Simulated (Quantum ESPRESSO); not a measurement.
# Ti(0001): a series in the number of layers, part 5 of 8

Wanted: a table for Ti(0001) against the number of layers, and what can be fitted to it.

Quantum ESPRESSO 7.5; plane-wave DFT, PBE, GBRV ultrasoft pseudopotentials.

So far. Step 5 (Self-consistent run, 4 layers): The vacuum levels are read from the outermost 0.7 Å of the cell on either side. Step 5 (Self-consistent run, 4 layers): Inside the slab this potential holds the local part of the pseudopotentials, which can be repulsive at the nuclei; only its value in the vacuum has a meaning of its own.

### 6. Relaxing the ions, 5 layers

System of this step: Ti(0001), 5 layers. The cell holds 5 atoms: 5 Ti. Cell: a = 2.939 Å, b = 2.939 Å, c = 25.160 Å, α = 90.0°, β = 90.0°, γ = 60.0°. It derives from Ti. Vacuum lies along c.

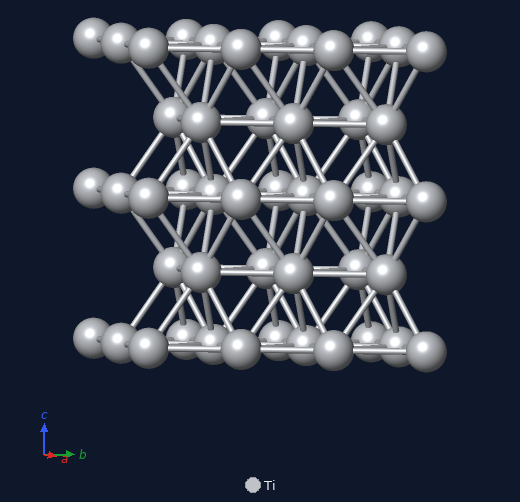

The cell of this step (titanium light grey). 2×3×1 cells are drawn. Some periodic images of atoms are drawn too.

m1.relax.in reads:

```
&control
  prefix = 'm1.relax'
  outdir = './out'
  pseudo_dir = './pseudo'
  nstep = 40
  forc_conv_thr = 0.001
  calculation = 'relax'
/
&system
  ibrav = 0
  nat = 5
  ntyp = 1
  ecutwfc = 40
  ecutrho = 200
  occupations = 'smearing'
  smearing = 'mv'
  degauss = 0.02
/
&electrons
  conv_thr = 1e-08
  mixing_beta = 0.4
  electron_maxstep = 120
  mixing_mode = 'local-TF'
/
&ions
/
ATOMIC_SPECIES
  Ti  47.8670  ti_pbe_v1.4.uspp.F.UPF
CELL_PARAMETERS angstrom
  2.93894489200000 0.00000000000000 0.00000000000000
  1.46947244600000 2.54520093679451 0.00000000000000
  0.00000000000000 0.00000000000000 25.16028228228083
ATOMIC_POSITIONS crystal
  Ti  0.000000000000 0.000000000000 0.315343014364
  Ti  0.666666666700 0.666666666700 0.407671507182
  Ti  0.000000000000 0.000000000000 0.500000000000 0 0 0
  Ti  0.666666666700 0.666666666700 0.592328492818
  Ti  0.000000000000 0.000000000000 0.684656985636
K_POINTS automatic
  12 12 1 0 0 0
```

Launch:

```sh
$ OMP_NUM_THREADS=1 mpirun -n 4 pw.x -nk 4 -in m1.relax.in > m1.relax.out
```

What it wrote:

```text
[banner, memory and clock lines left out]
Program PWSCF v.7.5 starts
[...]
Message from routine setup:
[...]
number of electrons       =        60.00
     number of Kohn-Sham states=           36
     kinetic-energy cutoff     =      40.0000  Ry
     charge density cutoff     =     200.0000  Ry
[...]
number of k points=    19  Marzari-Vanderbilt smearing, width (Ry)=  0.0200
[...]
Dense  grid:    60755 G-vectors     FFT dimensions: (  25,  25, 216)
[...]
negative rho (up, down):  1.448E-02 0.000E+00
     Starting wfcs are   50 randomized atomic wfcs
[...]
negative rho (up, down):  1.743E-02 0.000E+00
[...]
estimated scf accuracy    <       3.39136499 Ry
[...]
negative rho (up, down):  3.029E-02 0.000E+00
[...]
estimated scf accuracy    <       1.42364651 Ry
[...]
negative rho (up, down):  2.369E-02 0.000E+00
[...]
estimated scf accuracy    <       0.15776468 Ry
[...]
negative rho (up, down):  2.543E-02 0.000E+00
[...]
estimated scf accuracy    <       0.13906987 Ry
[...]
negative rho (up, down):  2.327E-02 0.000E+00
[...]
estimated scf accuracy    <       0.00254271 Ry
[...]
negative rho (up, down):  2.138E-02 0.000E+00
[...]
estimated scf accuracy    <       0.00164015 Ry
[...]
negative rho (up, down):  1.829E-02 0.000E+00
[...]
estimated scf accuracy    <       0.00199528 Ry
[...]
negative rho (up, down):  1.562E-02 0.000E+00
[...]
estimated scf accuracy    <       0.00104838 Ry
[...]
negative rho (up, down):  1.155E-02 0.000E+00
[...]
estimated scf accuracy    <       0.00058142 Ry
[...]
negative rho (up, down):  1.026E-02 0.000E+00
[...]
estimated scf accuracy    <       0.00023444 Ry
[...]
negative rho (up, down):  9.151E-03 0.000E+00
[...]
estimated scf accuracy    <       0.00031079 Ry
[...]
negative rho (up, down):  9.155E-03 0.000E+00
[...]
estimated scf accuracy    <       0.00006208 Ry
[...]
negative rho (up, down):  9.090E-03 0.000E+00
[...]
estimated scf accuracy    <       0.00005962 Ry
[...]
negative rho (up, down):  8.936E-03 0.000E+00
[...]
estimated scf accuracy    <       0.00001175 Ry
[...]
negative rho (up, down):  8.930E-03 0.000E+00
[...]
estimated scf accuracy    <       0.00002650 Ry
[...]
negative rho (up, down):  8.880E-03 0.000E+00
[...]
estimated scf accuracy    <       0.00000024 Ry
[...]
negative rho (up, down):  8.860E-03 0.000E+00
[...]
estimated scf accuracy    <       0.00000074 Ry
[...]
negative rho (up, down):  8.859E-03 0.000E+00
[...]
estimated scf accuracy    <       0.00000330 Ry
[...]
negative rho (up, down):  8.857E-03 0.000E+00
[...]
estimated scf accuracy    <       0.00000004 Ry
[...]
negative rho (up, down):  8.851E-03 0.000E+00
[...]
estimated scf accuracy    <       0.00000009 Ry
[...]
negative rho (up, down):  8.849E-03 0.000E+00
[...]
estimated scf accuracy    <       0.00000008 Ry
[...]
negative rho (up, down):  8.849E-03 0.000E+00
[...]
the Fermi energy is     3.9303 ev
!    total energy              =    -596.11166921 Ry
     estimated scf accuracy    <          7.7E-09 Ry
     smearing contrib. (-TS)   =      -0.00341162 Ry
     internal energy E=F+TS    =    -596.10825760 Ry
[...]
one-electron contribution =   -4184.72645532 Ry
     hartree contribution      =    2091.41717792 Ry
     xc contribution           =     -90.01609287 Ry
     ewald contribution        =    1587.21711267 Ry
     convergence has been achieved in  22 iterations
     negative rho (up, down):  8.849E-03 0.000E+00
[...]
Total force =     0.043501     Total SCF correction =     0.000169
[...]
negative rho (up, down):  8.608E-03 0.000E+00
[...]
negative rho (up, down):  8.433E-03 0.000E+00
[...]
estimated scf accuracy    <       0.05119609 Ry
[...]
negative rho (up, down):  8.271E-03 0.000E+00
[...]
estimated scf accuracy    <       0.00442613 Ry
[...]
negative rho (up, down):  8.240E-03 0.000E+00
[...]
estimated scf accuracy    <       0.00128241 Ry
[...]
negative rho (up, down):  8.172E-03 0.000E+00
[...]
estimated scf accuracy    <       0.00040200 Ry
[...]
negative rho (up, down):  8.182E-03 0.000E+00
[...]
estimated scf accuracy    <       0.00085828 Ry
[...]
negative rho (up, down):  8.252E-03 0.000E+00
[...]
estimated scf accuracy    <       0.00016880 Ry
[...]
negative rho (up, down):  8.273E-03 0.000E+00
[...]
estimated scf accuracy    <       0.00003947 Ry
[...]
negative rho (up, down):  8.314E-03 0.000E+00
[...]
estimated scf accuracy    <       0.00000331 Ry
[...]
negative rho (up, down):  8.466E-03 0.000E+00
[...]
estimated scf accuracy    <       0.00000149 Ry
[...]
negative rho (up, down):  8.508E-03 0.000E+00
[...]
estimated scf accuracy    <       0.00000331 Ry
[...]
negative rho (up, down):  8.564E-03 0.000E+00
[...]
estimated scf accuracy    <       0.00000118 Ry
[...]
negative rho (up, down):  8.598E-03 0.000E+00
[...]
estimated scf accuracy    <       0.00000027 Ry
[...]
negative rho (up, down):  8.597E-03 0.000E+00
[...]
estimated scf accuracy    <       0.00000004 Ry
[...]
negative rho (up, down):  8.609E-03 0.000E+00
[...]
estimated scf accuracy    <       0.00000004 Ry
[...]
negative rho (up, down):  8.613E-03 0.000E+00
[...]
the Fermi energy is     3.9278 ev
!    total energy              =    -596.11345353 Ry
     estimated scf accuracy    <          4.2E-09 Ry
     smearing contrib. (-TS)   =      -0.00303969 Ry
     internal energy E=F+TS    =    -596.11041384 Ry
[...]
one-electron contribution =   -4189.54557690 Ry
     hartree contribution      =    2093.83049029 Ry
     xc contribution           =     -90.02375878 Ry
     ewald contribution        =    1589.62843156 Ry
     convergence has been achieved in  15 iterations
     negative rho (up, down):  8.613E-03 0.000E+00
[...]
Total force =     0.038435     Total SCF correction =     0.000239
[...]
WARNING: bfgs curvature condition failed, Theta= 0.906
[...]
negative rho (up, down):  7.503E-03 0.000E+00
[...]
negative rho (up, down):  7.302E-03 0.000E+00
[...]
estimated scf accuracy    <       0.05848729 Ry
[...]
negative rho (up, down):  7.126E-03 0.000E+00
[...]
estimated scf accuracy    <       0.00521755 Ry
[...]
negative rho (up, down):  7.092E-03 0.000E+00
[...]
estimated scf accuracy    <       0.00168465 Ry
[...]
negative rho (up, down):  6.414E-03 0.000E+00
[...]
estimated scf accuracy    <       0.22128022 Ry
[...]
negative rho (up, down):  6.002E-03 0.000E+00
[...]
estimated scf accuracy    <       0.02237162 Ry
[...]
negative rho (up, down):  5.883E-03 0.000E+00
[...]
estimated scf accuracy    <       0.01445657 Ry
[...]
negative rho (up, down):  5.578E-03 0.000E+00
[...]
estimated scf accuracy    <       0.00284845 Ry
[...]
negative rho (up, down):  5.630E-03 0.000E+00
[...]
estimated scf accuracy    <       0.00945255 Ry
[...]
negative rho (up, down):  5.644E-03 0.000E+00
[...]
estimated scf accuracy    <       0.00116440 Ry
[...]
negative rho (up, down):  5.699E-03 0.000E+00
[...]
estimated scf accuracy    <       0.00066583 Ry
[...]
negative rho (up, down):  5.831E-03 0.000E+00
[...]
estimated scf accuracy    <       0.00014234 Ry
[...]
negative rho (up, down):  6.253E-03 0.000E+00
[...]
estimated scf accuracy    <       0.00016193 Ry
[...]
negative rho (up, down):  6.507E-03 0.000E+00
[...]
estimated scf accuracy    <       0.00058230 Ry
[...]
negative rho (up, down):  6.622E-03 0.000E+00
[...]
estimated scf accuracy    <       0.00014844 Ry
[...]
negative rho (up, down):  6.710E-03 0.000E+00
[...]
estimated scf accuracy    <       0.00002317 Ry
[...]
negative rho (up, down):  6.719E-03 0.000E+00
[...]
estimated scf accuracy    <       0.00000513 Ry
[...]
negative rho (up, down):  6.793E-03 0.000E+00
[...]
estimated scf accuracy    <       0.00000212 Ry
[...]
negative rho (up, down):  6.817E-03 0.000E+00
[...]
estimated scf accuracy    <       0.00000132 Ry
[...]
negative rho (up, down):  6.834E-03 0.000E+00
[...]
estimated scf accuracy    <       0.00000119 Ry
[...]
negative rho (up, down):  6.837E-03 0.000E+00
[...]
estimated scf accuracy    <       0.00000016 Ry
[...]
negative rho (up, down):  6.837E-03 0.000E+00
[...]
estimated scf accuracy    <       0.00000008 Ry
[...]
negative rho (up, down):  6.838E-03 0.000E+00
[...]
estimated scf accuracy    <       0.00000003 Ry
[...]
negative rho (up, down):  6.840E-03 0.000E+00
[...]
estimated scf accuracy    <       0.00000008 Ry
[...]
negative rho (up, down):  6.840E-03 0.000E+00
[...]
estimated scf accuracy    <          3.1E-09 Ry
[...]
negative rho (up, down):  6.840E-03 0.000E+00
[...]
the Fermi energy is     3.9266 ev
!    total energy              =    -596.11849575 Ry
     estimated scf accuracy    <          5.8E-10 Ry
     smearing contrib. (-TS)   =      -0.00080226 Ry
     internal energy E=F+TS    =    -596.11769350 Ry
[...]
one-electron contribution =   -4221.91852129 Ry
     hartree contribution      =    2110.08764111 Ry
     xc contribution           =     -90.08238220 Ry
     ewald contribution        =    1605.79556888 Ry
     convergence has been achieved in  22 iterations
     negative rho (up, down):  6.840E-03 0.000E+00
[...]
Total force =     0.003577     Total SCF correction =     0.000073
[...]
negative rho (up, down):  6.945E-03 0.000E+00
[...]
negative rho (up, down):  6.845E-03 0.000E+00
[...]
estimated scf accuracy    <       0.00334671 Ry
[...]
negative rho (up, down):  6.812E-03 0.000E+00
[...]
estimated scf accuracy    <       0.00023079 Ry
[...]
negative rho (up, down):  6.739E-03 0.000E+00
[...]
estimated scf accuracy    <       0.00007080 Ry
[...]
negative rho (up, down):  6.727E-03 0.000E+00
[...]
estimated scf accuracy    <       0.00001168 Ry
[...]
negative rho (up, down):  6.739E-03 0.000E+00
[...]
estimated scf accuracy    <       0.00000136 Ry
[...]
negative rho (up, down):  6.763E-03 0.000E+00
[...]
estimated scf accuracy    <       0.00000184 Ry
[...]
negative rho (up, down):  6.836E-03 0.000E+00
[...]
estimated scf accuracy    <       0.00000078 Ry
[...]
negative rho (up, down):  6.882E-03 0.000E+00
[...]
estimated scf accuracy    <       0.00000013 Ry
[...]
negative rho (up, down):  6.910E-03 0.000E+00
[...]
estimated scf accuracy    <       0.00000011 Ry
[...]
negative rho (up, down):  6.933E-03 0.000E+00
[...]
estimated scf accuracy    <       0.00000006 Ry
[...]
negative rho (up, down):  6.936E-03 0.000E+00
[...]
estimated scf accuracy    <          9.8E-09 Ry
[...]
negative rho (up, down):  6.940E-03 0.000E+00
[...]
estimated scf accuracy    <       0.00000002 Ry
[...]
negative rho (up, down):  6.940E-03 0.000E+00
[...]
estimated scf accuracy    <          7.6E-10 Ry
[...]
negative rho (up, down):  6.940E-03 0.000E+00
[...]
estimated scf accuracy    <          9.5E-10 Ry
[...]
negative rho (up, down):  6.940E-03 0.000E+00
[...]
estimated scf accuracy    <          2.8E-10 Ry
[...]
negative rho (up, down):  6.940E-03 0.000E+00
[...]
the Fermi energy is     3.9267 ev
!    total energy              =    -596.11851058 Ry
     estimated scf accuracy    <          9.1E-12 Ry
     smearing contrib. (-TS)   =      -0.00074766 Ry
     internal energy E=F+TS    =    -596.11776291 Ry
[...]
one-electron contribution =   -4224.39085246 Ry
     hartree contribution      =    2111.32745819 Ry
     xc contribution           =     -90.08485474 Ry
     ewald contribution        =    1607.03048611 Ry
     convergence has been achieved in  16 iterations
     negative rho (up, down):  6.940E-03 0.000E+00
[...]
Total force =     0.003444     Total SCF correction =     0.000012
[...]
negative rho (up, down):  7.049E-03 0.000E+00
[...]
negative rho (up, down):  6.895E-03 0.000E+00
[...]
estimated scf accuracy    <       0.01479600 Ry
[...]
negative rho (up, down):  6.863E-03 0.000E+00
[...]
estimated scf accuracy    <       0.00085000 Ry
[...]
negative rho (up, down):  6.740E-03 0.000E+00
[...]
estimated scf accuracy    <       0.00013312 Ry
[...]
negative rho (up, down):  6.757E-03 0.000E+00
[...]
estimated scf accuracy    <       0.00001191 Ry
[...]
negative rho (up, down):  6.790E-03 0.000E+00
[...]
estimated scf accuracy    <       0.00000616 Ry
[...]
negative rho (up, down):  6.793E-03 0.000E+00
[...]
estimated scf accuracy    <       0.00001509 Ry
[...]
negative rho (up, down):  6.834E-03 0.000E+00
[...]
estimated scf accuracy    <       0.00001460 Ry
[...]
negative rho (up, down):  6.909E-03 0.000E+00
[...]
estimated scf accuracy    <       0.00000064 Ry
[...]
negative rho (up, down):  6.957E-03 0.000E+00
[...]
estimated scf accuracy    <       0.00000124 Ry
[...]
negative rho (up, down):  7.014E-03 0.000E+00
[...]
estimated scf accuracy    <       0.00000020 Ry
[...]
negative rho (up, down):  7.028E-03 0.000E+00
[...]
estimated scf accuracy    <       0.00000008 Ry
[...]
negative rho (up, down):  7.041E-03 0.000E+00
[...]
estimated scf accuracy    <       0.00000002 Ry
[...]
negative rho (up, down):  7.041E-03 0.000E+00
[...]
estimated scf accuracy    <       0.00000003 Ry
[...]
negative rho (up, down):  7.044E-03 0.000E+00
[...]
estimated scf accuracy    <          3.0E-09 Ry
[...]
negative rho (up, down):  7.044E-03 0.000E+00
[...]
estimated scf accuracy    <          3.2E-09 Ry
[...]
negative rho (up, down):  7.044E-03 0.000E+00
[...]
the Fermi energy is     3.9266 ev
!    total energy              =    -596.11853032 Ry
     estimated scf accuracy    <          9.8E-11 Ry
     smearing contrib. (-TS)   =      -0.00071599 Ry
     internal energy E=F+TS    =    -596.11781434 Ry
[...]
one-electron contribution =   -4227.86297146 Ry
     hartree contribution      =    2113.06600047 Ry
     xc contribution           =     -90.08718590 Ry
     ewald contribution        =    1608.76634256 Ry
     convergence has been achieved in  16 iterations
     negative rho (up, down):  7.044E-03 0.000E+00
[...]
```

It took 14 min on 4 MPI ranks of Arm Neoverse N1, shared host; peak memory 0.55 GiB.

Step by step:

```
step  energy less that of the first step (eV)  largest force (eV/Å)
   1                                   0.0000                0.6009
   2                                  -0.0243                0.5218
   3                                  -0.0477                0.4262
   4                                  -0.0749                0.2851
   5                                  -0.0929                0.0576
   6                                  -0.0931                0.0459
   7                                  -0.0934                0.0542
   8                                  -0.0938                0.0594
   9                                  -0.0945                0.0596
  10                                  -0.0953                0.0503
  11                                  -0.0959                0.0191
```

The atoms that moved most (Å):

```
atom     dx     dy      dz  length
 Ti5  0.000  0.000  -0.112   0.112
 Ti1  0.000  0.000   0.112   0.112
 Ti2  0.000  0.000  -0.051   0.051
 Ti4  0.000  0.000   0.051   0.051
```

The relaxation lowers the energy by 19 meV an atom. On the free atoms the largest force ends at 0.019 eV/Å.

This step gave:

* free energy: -8110.6083 eV
* Fermi energy: 3.921 eV

### 7. Self-consistent run, 5 layers

m1.esm.in reads:

```
&control
  prefix = 'm1.esm'
  outdir = './out'
  pseudo_dir = './pseudo'
  calculation = 'scf'
  tprnfor = .true.
/
&system
  ibrav = 0
  nat = 5
  ntyp = 1
  ecutwfc = 40
  ecutrho = 200
  occupations = 'smearing'
  smearing = 'mv'
  degauss = 0.02
  assume_isolated = 'esm'
  esm_bc = 'bc1'
/
&electrons
  conv_thr = 1e-08
  mixing_beta = 0.25
  electron_maxstep = 160
  mixing_mode = 'local-TF'
  mixing_ndim = 12
/
ATOMIC_SPECIES
  Ti  47.8670  ti_pbe_v1.4.uspp.F.UPF
CELL_PARAMETERS angstrom
  2.93894489200000 0.00000000000000 0.00000000000000
  1.46947244600000 2.54520093679451 0.00000000000000
  0.00000000000000 0.00000000000000 25.16028228228083
ATOMIC_POSITIONS crystal
  Ti  0.000000000000 0.000000000000 -0.180214046700
  Ti  0.666666666700 0.666666666700 -0.094336310300
  Ti  0.000000000000 0.000000000000 0.000000000000
  Ti  0.666666666700 0.666666666700 0.094336310300
  Ti  0.000000000000 0.000000000000 0.180214046700
K_POINTS automatic
  12 12 1 0 0 0
```

Launch:

```sh
$ OMP_NUM_THREADS=1 mpirun -n 4 pw.x -nk 4 -in m1.esm.in > m1.esm.out
```

What it wrote:

```text
[banner, memory and clock lines left out]
Program PWSCF v.7.5 starts
[...]
Message from routine setup:
[...]
number of electrons       =        60.00
     number of Kohn-Sham states=           36
     kinetic-energy cutoff     =      40.0000  Ry
     charge density cutoff     =     200.0000  Ry
[...]
number of k points=    19  Marzari-Vanderbilt smearing, width (Ry)=  0.0200
[...]
Dense  grid:    60755 G-vectors     FFT dimensions: (  25,  25, 216)
[...]
negative rho (up, down):  1.080E-02 0.000E+00
     Starting wfcs are   50 randomized atomic wfcs
[...]
negative rho (up, down):  9.917E-03 0.000E+00
[...]
estimated scf accuracy    <       2.34077019 Ry
[...]
negative rho (up, down):  8.574E-03 0.000E+00
[...]
estimated scf accuracy    <       1.68484512 Ry
[...]
negative rho (up, down):  9.082E-03 0.000E+00
[...]
estimated scf accuracy    <       0.37715331 Ry
[...]
negative rho (up, down):  9.452E-03 0.000E+00
[...]
estimated scf accuracy    <       0.90943971 Ry
[...]
negative rho (up, down):  1.010E-02 0.000E+00
[...]
estimated scf accuracy    <       0.56008948 Ry
[...]
negative rho (up, down):  1.214E-02 0.000E+00
[...]
estimated scf accuracy    <       0.02519536 Ry
[...]
negative rho (up, down):  1.259E-02 0.000E+00
[...]
estimated scf accuracy    <       0.28749163 Ry
[...]
negative rho (up, down):  1.223E-02 0.000E+00
[...]
estimated scf accuracy    <       0.23882672 Ry
[...]
negative rho (up, down):  1.649E-02 0.000E+00
[...]
estimated scf accuracy    <       0.28074710 Ry
[...]
negative rho (up, down):  1.629E-02 0.000E+00
[...]
estimated scf accuracy    <       0.04761614 Ry
[...]
negative rho (up, down):  1.545E-02 0.000E+00
[...]
estimated scf accuracy    <       0.02955222 Ry
[...]
negative rho (up, down):  1.571E-02 0.000E+00
[...]
estimated scf accuracy    <       0.03715060 Ry
[...]
negative rho (up, down):  7.492E-03 0.000E+00
[...]
estimated scf accuracy    <       0.00000154 Ry
[...]
negative rho (up, down):  7.488E-03 0.000E+00
[...]
estimated scf accuracy    <       0.00000059 Ry
[...]
negative rho (up, down):  7.486E-03 0.000E+00
[...]
estimated scf accuracy    <       0.00000044 Ry
[...]
negative rho (up, down):  7.486E-03 0.000E+00
[...]
estimated scf accuracy    <       0.00000044 Ry
[...]
negative rho (up, down):  7.488E-03 0.000E+00
[...]
estimated scf accuracy    <       0.00000041 Ry
[...]
negative rho (up, down):  7.489E-03 0.000E+00
[...]
estimated scf accuracy    <       0.00000031 Ry
[...]
negative rho (up, down):  7.489E-03 0.000E+00
[...]
estimated scf accuracy    <       0.00000025 Ry
[...]
negative rho (up, down):  7.489E-03 0.000E+00
[...]
estimated scf accuracy    <       0.00000021 Ry
[...]
negative rho (up, down):  7.489E-03 0.000E+00
[...]
estimated scf accuracy    <       0.00000012 Ry
[...]
negative rho (up, down):  7.486E-03 0.000E+00
[...]
the Fermi energy is    -4.4350 ev
!    total energy              =    -596.11872074 Ry
     estimated scf accuracy    <          1.0E-08 Ry
     smearing contrib. (-TS)   =      -0.00073179 Ry
     internal energy E=F+TS    =    -596.11798895 Ry
[...]
one-electron contribution =   11841.62916763 Ry
     hartree contribution      =   -5940.09203635 Ry
     xc contribution           =     -90.11027353 Ry
     ewald contribution        =   -6407.54484670 Ry
     convergence has been achieved in  54 iterations
     negative rho (up, down):  7.486E-03 0.000E+00
[...]
Total force =     0.001422     Total SCF correction =     0.000320
[...]
```

Elapsed: 4 min, on 4 MPI ranks; peak memory 0.55 GiB; 16 min of CPU time.

Numbers from this step:

| Property | Result |
| --- | --- |
| free energy | -8110.6084 eV |
| Fermi energy | -4.435 eV |
| vacuum line at the lower end of the cell, over the Fermi level | 4.435 eV |
| vacuum line at the upper end of the cell, over the Fermi level | 4.435 eV |

Inside the slab this potential holds the local part of the pseudopotentials, which can be repulsive at the nuclei; only its value in the vacuum has a meaning of its own.

[end of part 5 of 8]

[Logs are printed without paths, hosts, clocks, repeated set-up lines and the standing remarks that a program may print on its own settings, such as how far it seeks lower states.]

[Hosts, paths, dates, database ids (printed as entryN), source tags and the programs' standing remarks are cut or masked in the printed files.]

[Maps of the electrostatic potential energy from Ansatz leave out the sawtooth potential of an applied field or a dipole correction, so their vacuum need not be flat; planar profiles and work functions include it.]
